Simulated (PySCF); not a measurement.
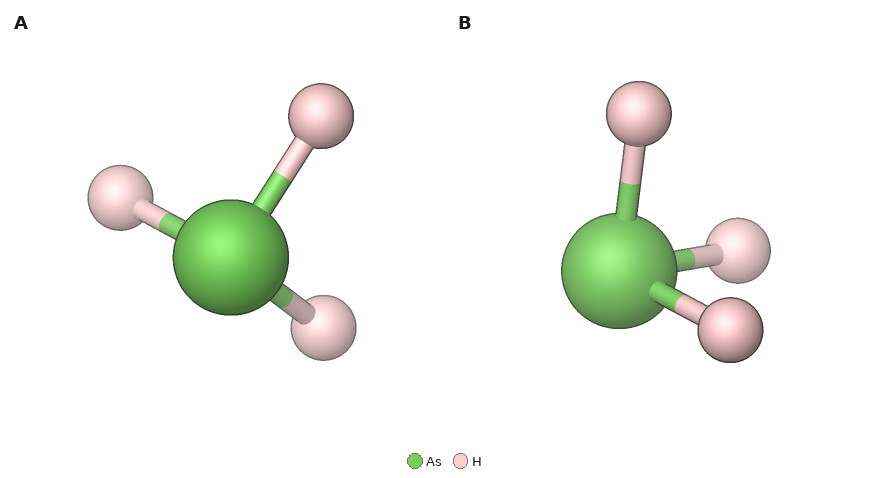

Atoms fade into the background with distance from the viewer. The geometry was computed by an optimisation with PBE0-D3(BJ)/def2-SVP. No frequency run is at hand to confirm it as a minimum.

Q: How are A and B related: the same structure turned, mirror images, conformers, diastereomers or constitutional isomers?

A: They are the same structure, AsH3 ([AsH3]), seen from two directions. With point group C3v it is achiral, so its mirror image would be the same too.
